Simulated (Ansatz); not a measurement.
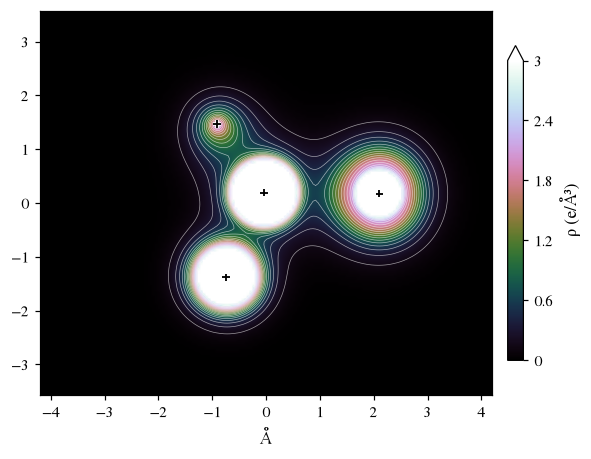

The electron density on a plane through atoms (crosses mark nuclei in the plane).

Method: RKS B3LYP-D4/def2-SVP in Ansatz.

Candidates:
A. Cl₄Sn···H₂
B. ClFGaH···H₂

Question: Which candidate gave the map?

Answer: Candidate B: ClFGaH···H₂ on the plane of atoms H3, Ga1 and F5, which holds Ga, H, Cl and F. Ga–F (1.73 Å): the density is about 0.89 e/Å³ at the midpoint. Ga–Cl (2.14 Å): ρ is about 0.69 e/Å³ halfway.
